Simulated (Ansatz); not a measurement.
One crystal and one scan (scan of one atom of the cell) at two levels, PBE (plane waves to 420 eV, PAW, scalar-relativistic; Ansatz, an electronic-structure program) and r2SCAN (plane waves to 500 eV, PAW, scalar-relativistic; Ansatz), each from its own relaxed cell and on its own mesh. The cell shown is that of PBE.

Starting cell, Cd (hcp, Mg type):

```yaml
crystal:
  lattice:
    - [3.01606, 0.00000, 0.00000]
    - [-1.50803, 2.61198, 0.00000]
    - [0.00000, 0.00000, 5.81912]
  atoms:
    - { symbol: Cd, position: [0.33333, 0.66667, 0.75000] }
    - { symbol: Cd, position: [0.66667, 0.33333, 0.25000] }
```

Scan: atom 2 (Cd, nearest neighbour Cd at 3.016 Å; its periodic images, 3.0 Å or more away, move with it) is displaced along Cartesian [110], direction (0.707, 0.707, 0.000) in Cartesian axes, by s. The other atoms stay.

The energy includes the smearing's −TS. Cd was relaxed with its symmetry unable to fall. (PBE) On this mesh the relaxed cell isn't quite at rest: it carries a pressure of 0.2 GPa (compression positive) at the zero of the scan. (r2SCAN) On this mesh the relaxed cell isn't quite at rest: it carries a pressure of 0.2 GPa (compression positive) at the zero of the scan. With partly filled bands, energies and forces of such displacements shift with the k mesh and the smearing. Percentages come from the unrounded values.

```tsv
quantity	PBE	r2SCAN	PBE − r2SCAN
Lattice constant a (Å)	3.016	2.962	+0.054 (+1.8 %)
Lattice constant c (Å)	5.819	5.798	+0.021 (+0.4 %)
Relaxed volume (Å³/atom)	22.92	22.03	+0.89 (+4.1 %)
Force constant k = d²E/ds² at s = 0 (finite differences) (eV/Å²)	0.19	0.26	-0.07 (-28 %)
```

PBE gives the higher value for: lattice constant a; lattice constant c; relaxed volume. PBE gives the lower value for: force constant k = d²E/ds² at s = 0. Both give the same shape of the curve: a single well with its minimum at or next to zero displacement. Neither level is exact: the differences show how much the result hangs on the functional.

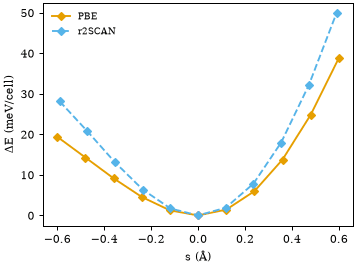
Figure: ΔE, each from the undisplaced structure of its own level.

(A displaced cell: forces are minus the slopes of the energy, force constants its curvatures, and phonons follow from these.)
